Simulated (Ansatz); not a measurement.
BiAu2 (cubic Laves, MgCu2 type), conventional cell a = 7.9447 Å, b = 7.9447 Å, c = 7.9447 Å, α = 90.00°, β = 90.00°, γ = 90.00°. The calculation uses the primitive cell of 6 atoms, to which meshes and values per cell refer.

The volume is varied about the relaxed value V₀ at fixed cell shape. Symmetry pins the atoms to their sites.

These are PBEsol (plane waves to 420 eV, PAW, scalar-relativistic; Ansatz, a first-principles code) values and carry that method's errors. k mesh 10×10×10 (Γ-centred), Fermi-Dirac smearing 0.05 eV. E stands for the smeared free energy. BiAu2 was relaxed with its symmetry unable to fall. Spin-orbit coupling is left out, though Au and Bi are heavy. ΔE is measured from the relaxed starting cell.

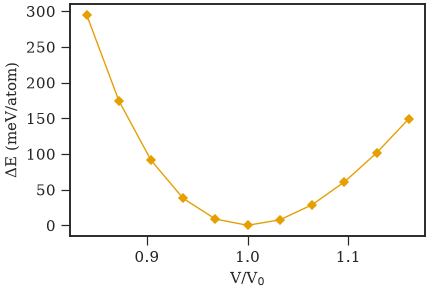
Figure: ΔE (meV/atom) against V/V₀; markers are the computed points, lines only join them.

**Question.** What is ΔE at V/V₀ = 1.160?

**Answer.** About 150 meV/atom.

**Question.** What is ΔE at V/V₀ = 0.840?

**Answer.** About 300 meV/atom.

**Question.** What bulk modulus B₀ follows from a third-order Birch-Murnaghan fit?

**Answer.** About 120 GPa.

(A scan under strain: stresses follow from slopes of the energy per volume, elastic moduli from its curvatures.)
